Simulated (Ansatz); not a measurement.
**CH₃ClF₂MoOS: basis-set convergence**

Aim: see how fast density functionals converge with the basis set for CH₃ClF₂MoOS.

Method: one geometry, several basis sets; program: Ansatz 0.2.0, Gaussian basis.

The runs, in order: PBE0-D4/def2-SVP; ωB97M-V/def2-SVP; PBE0-D4/def2-QZVPP; ωB97M-V/def2-QZVPP; the functionals' def2-TZVPP values are taken from earlier runs.

### Step 1. The geometry

An earlier PBE0-D4 in a triple-zeta def2 set relaxation fixed the geometry. Mo takes the def2 core potential; no spin-orbit term is included.

10 atoms, charge 0, spin multiplicity 1.

Atoms are counted from 1 here; the program's logs count them from 0.

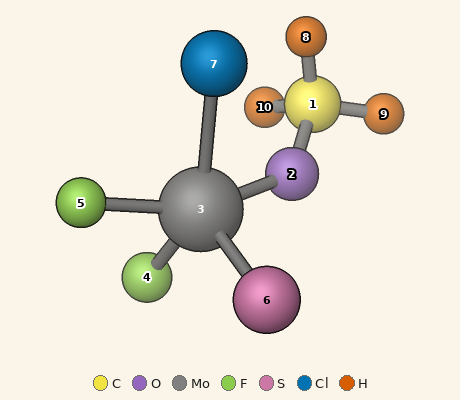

The geometry (carbon yellow, oxygen purple, molybdenum grey, fluorine green, sulfur pink, chlorine blue, hydrogen orange); atoms are numbered from 1 in the order of the file.

### Step 2. PBE0-D4 in def2-SVP

in.yaml reads:

```yaml
crystal:
  periodic: [false, false, false]
  atoms:
    - {symbol: C, position_ang: [0.440022, -1.674098, 0.085275]}
    - {symbol: O, position_ang: [-0.192013, -0.504855, 0.513998]}
    - {symbol: Mo, position_ang: [-0.446703, 1.224781, 0.001557]}
    - {symbol: F, position_ang: [-1.971912, 0.699211, -0.914816]}
    - {symbol: F, position_ang: [-0.396710, 2.575631, -1.254659]}
    - {symbol: S, position_ang: [-1.019123, 2.180026, 1.749845]}
    - {symbol: Cl, position_ang: [1.845875, 1.369793, -0.113923]}
    - {symbol: H, position_ang: [1.498679, -1.454378, -0.094646]}
    - {symbol: H, position_ang: [0.345247, -2.428905, 0.867865]}
    - {symbol: H, position_ang: [-0.020362, -2.038404, -0.837495]}
basis:
  gaussian: {orbitals: def2-SVP}
hamiltonian: {xc: pbe0, dispersion: d4}
output: {orbitals: {seedname: orbitals}}
```

Started as:

```
$ ansatz run in.yaml --threads 4 --pin off --events-out ev --progress --plain --max-ram 11315MiB
```

What it wrote:

```text
Functional definition: PBE0
  name "PBE0"
  cite "Adamo & Barone, J. Chem. Phys. 110, 6158 (1999) doi:10.1063/1.478522"
  cite "Perdew, Burke & Ernzerhof, Phys. Rev. Lett. 77, 3865 (1996) doi:10.1103/PhysRevLett.77.3865"
  parent pbe
  parameter a = 0.25
  parameter kappa = 0.804
  parameter beta = 0.06672455060314922
  exchange = (1 - a)*pbe_x(kappa = kappa, mu = beta*pi^2/3) + a*exact_x
  correlation = pbe_c(beta = beta)
1330 factors; integrals over basis functions are off by at most 1.4e-3 eV
mean field evaluation 1: about -33745.9621 eV, gradient 6.7e1 eV
mean field evaluation 2: about -33642.9340 eV, gradient 2.4e2 eV
mean field evaluation 4: about -33753.5406 eV, gradient 2.2e1 eV
mean field evaluation 8: about -33754.4829 eV, gradient 9.1e-1 eV
mean field evaluation 16: about -33754.7554 eV, gradient 3.0e-3 eV
mean field -33754.75543528 eV, -1240.4643824514 hartree, gradient 6.9e-5 eV, S^2 0.000000; 0 other end points of the search recorded, 0 dependent functions left out
reference -33754.75548845 eV, -1240.4643844056 hartree; 41, 41 occupied and 97, 97 virtual orbitals, 1330 factors
Total energy: -33755.03795867 eV, -1240.4747649947 hartree
```

It took 2.2 s on 4 threads of Arm Neoverse V2, shared host.

### Step 3. ωB97M-V in def2-SVP

Edit in.yaml of step 2 so:

```diff
@@ -15,3 +15,3 @@
   gaussian: {orbitals: def2-SVP}
-hamiltonian: {xc: pbe0, dispersion: d4}
+hamiltonian: {xc: {name: wB97M-V}}
 output: {orbitals: {seedname: orbitals}}
```

Same command.

What it wrote, cut to the lines that bear on the results:

```text
Functional definition: wB97M-V
  name "wB97M-V"
  cite "Mardirossian & Head-Gordon, J. Chem. Phys. 144, 214110 (2016) doi:10.1063/1.4952647"
  cite "Becke, J. Chem. Phys. 107, 8554 (1997) doi:10.1063/1.475007"
  cite "Vydrov & Van Voorhis, J. Chem. Phys. 133, 244103 (2010) doi:10.1063/1.3521275"
  # Of w^i u^j: cxij and so on, Table III.
[...]
  gx(w, u) = 1 - cx + cx01*u + cx10*w
  gss(w, u) = css00 + css04*u^4 + css10*w + css20*w^2 + css43*w^4*u^3
  gos(w, u) = cos00 + cos10*w + (cos20 + cos21*u)*w^2 + (cos60 + cos61*u)*w^6
[...]
      + integral(e_c_pw_mod_opposite_spin*gos(b97_w_opposite, b97_u_opposite)) + vv10(b, c)
1330 factors; integrals over basis functions are off by at most 1.4e-3 eV
317 factors; integrals over basis functions are off by at most 6.6e-6 eV
[...]
mean field -33764.98280310 eV, -1240.8402312864 hartree, gradient 2.5e-5 eV, S^2 0.000000; 0 other end points of the search recorded, 0 dependent functions left out
reference -33764.98288566 eV, -1240.8402343204 hartree; 41, 41 occupied and 97, 97 virtual orbitals, 1330 factors
Total energy: -33764.98288566 eV, -1240.8402343204 hartree
```

It took 11 s on 4 threads of Arm Neoverse V2, shared host.

### Step 4. PBE0-D4 in def2-QZVPP

Edit in.yaml of step 3 so:

```diff
@@ -14,4 +14,4 @@
 basis:
-  gaussian: {orbitals: def2-SVP}
-hamiltonian: {xc: {name: wB97M-V}}
+  gaussian: {orbitals: "def2-QZVPP.json"}
+hamiltonian: {xc: pbe0, dispersion: d4}
 output: {orbitals: {seedname: orbitals}}
```

Same command.

What it wrote:

```text
Functional definition: PBE0
  name "PBE0"
  cite "Adamo & Barone, J. Chem. Phys. 110, 6158 (1999) doi:10.1063/1.478522"
  cite "Perdew, Burke & Ernzerhof, Phys. Rev. Lett. 77, 3865 (1996) doi:10.1103/PhysRevLett.77.3865"
  parent pbe
  parameter a = 0.25
  parameter kappa = 0.804
  parameter beta = 0.06672455060314922
  exchange = (1 - a)*pbe_x(kappa = kappa, mu = beta*pi^2/3) + a*exact_x
  correlation = pbe_c(beta = beta)
2101 factors; their error is unknown
mean field evaluation 1: about -33764.6926 eV, gradient 7.8e1 eV
mean field evaluation 2: about -33644.4249 eV, gradient 2.7e2 eV
mean field evaluation 4: about -33773.3433 eV, gradient 3.0e1 eV
mean field evaluation 8: about -33775.0906 eV, gradient 4.8e-1 eV
mean field evaluation 16: about -33775.1365 eV, gradient 3.2e-3 eV
mean field -33775.13646536 eV, -1241.2133714921 hartree, gradient 4.1e-5 eV, S^2 0.000000; 0 other end points of the search recorded, 0 dependent functions left out
reference -33775.13651015 eV, -1241.2133731384 hartree; 41, 41 occupied and 498, 498 virtual orbitals, 2101 factors
Total energy: -33775.41898038 eV, -1241.2237537276 hartree
```

Run time: 15 s. Hardware: 4 threads of Arm Neoverse V2, shared host; peak memory 2.9 GiB.

### Step 5. ωB97M-V in def2-QZVPP

Edit in.yaml of step 4 so:

```diff
@@ -15,3 +15,3 @@
   gaussian: {orbitals: "def2-QZVPP.json"}
-hamiltonian: {xc: pbe0, dispersion: d4}
+hamiltonian: {xc: {name: wB97M-V}}
 output: {orbitals: {seedname: orbitals}}
```

Same command.

What it wrote, cut to the lines that bear on the results:

```text
Functional definition: wB97M-V
  name "wB97M-V"
  cite "Mardirossian & Head-Gordon, J. Chem. Phys. 144, 214110 (2016) doi:10.1063/1.4952647"
  cite "Becke, J. Chem. Phys. 107, 8554 (1997) doi:10.1063/1.475007"
  cite "Vydrov & Van Voorhis, J. Chem. Phys. 133, 244103 (2010) doi:10.1063/1.3521275"
  # Of w^i u^j: cxij and so on, Table III.
[...]
  gx(w, u) = 1 - cx + cx01*u + cx10*w
  gss(w, u) = css00 + css04*u^4 + css10*w + css20*w^2 + css43*w^4*u^3
  gos(w, u) = cos00 + cos10*w + (cos20 + cos21*u)*w^2 + (cos60 + cos61*u)*w^6
[...]
      + integral(e_c_pw_mod_opposite_spin*gos(b97_w_opposite, b97_u_opposite)) + vv10(b, c)
2003 factors; their error is unknown
391 factors; integrals over basis functions are off by at most 2.2e-5 eV
[...]
mean field -33785.47814070 eV, -1241.5934210512 hartree, gradient 5.6e-5 eV, S^2 0.000000; 0 other end points of the search recorded, 0 dependent functions left out
reference -33785.47821491 eV, -1241.5934237781 hartree; 41, 41 occupied and 498, 498 virtual orbitals, 2003 factors
Total energy: -33785.47821491 eV, -1241.5934237781 hartree
```

Wall time 35 s (4 threads of Arm Neoverse V2, shared host); peak memory 3.3 GiB.

### Step 6. Functionals by basis

The def2-TZVPP values come from earlier runs at the same geometry.

```
functional       basis  functions  energy (eV)  from the largest (eV)  HOMO (eV)  LUMO (eV)
   PBE0-D4    def2-SVP        138  -33755.0380                 20.381      -8.61      -3.85
   PBE0-D4  def2-TZVPP        306  -33774.1374                  1.282      -8.59      -3.79
   PBE0-D4  def2-QZVPP        539  -33775.4190                  0.000      -8.59      -3.78
   ωB97M-V    def2-SVP        138  -33764.9829                 20.495     -10.73      -1.69
   ωB97M-V  def2-TZVPP        306  -33784.2501                  1.228     -10.75      -1.66
   ωB97M-V  def2-QZVPP        539  -33785.4782                  0.000     -10.75      -1.66
```

### Step 7. What came out

```
                                       quantity           value
PBE0-D4: double and triple zeta above quadruple  20.38, 1.28 eV
ωB97M-V: double and triple zeta above quadruple  20.50, 1.23 eV
```

**Reading.** For PBE0-D4 the step from double to triple zeta gains 19.10 eV and the next only 1.28 eV. Total energies overstate the basis error of differences, where much of it tends to cancel.

For PBE0-D4 the largest set took about 7 times as long as the smallest (15 s against 2.2 s).
